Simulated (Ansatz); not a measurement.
## Fields on a plane of NbN (rock salt)

```
NbN
1.0
    0.00000     2.21065     2.21065
    2.21065     0.00000     2.21065
    2.21065     2.21065     0.00000
N Nb
1 1
Direct
  0.00000   0.00000   0.00000
  0.50000   0.50000   0.50000
```

The slice is a {100} plane (indices of the conventional cell) through the point (0.000, 0.000, 0.000) (fractional), spanned by u = [100] and v = [0 1 -1] in vectors of this cell: u (3.13 Å) and v (3.13 Å, at 90° to u). It covers one period; positions are fractions (u, v).

Atoms on it: N at (0.00, 0.00); Nb at (0.50, 0.50).

Method: PBE (plane waves to 420 eV, PAW, scalar-relativistic; Ansatz, a program for electronic structure). k mesh 18×18×18. These are valence fields of a PAW run, semicore shells included where kept as valence: close to a nucleus they are smooth pseudo fields. NbN is run without spin polarisation. NbN was relaxed with its symmetry unable to fall. This is a high-temperature form of NbN.

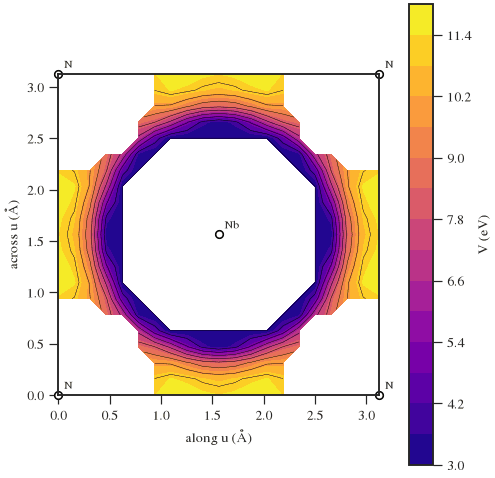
Figure: Electrostatic potential energy of an electron, from the cell's mean, in eV, one period of the plane, atoms marked. Points within 0.9 Å of a nucleus are left white, as the pseudised field means little there. Values under 3 eV are set to 3. The zero, the cell's mean, hangs on the PAW cores.

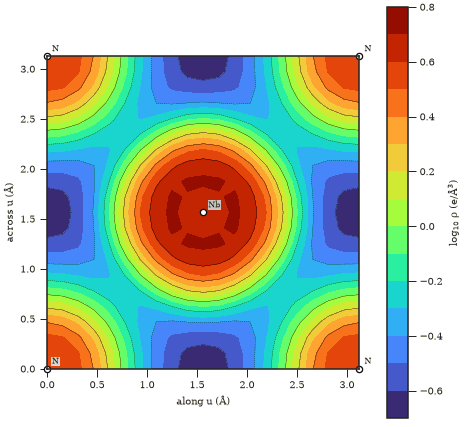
Log₁₀ of the valence density in e/Å³, one period of the plane, atoms marked. The scale is logarithmic, as a density can span decades between atoms and voids.

| Quantity | Value |
|---|---|
| Density on the N–Nb line (2.21 Å) at its density minimum, 1.0 Å from N | 0.53 e/Å³ |
| ELF at that point | 0.2 |
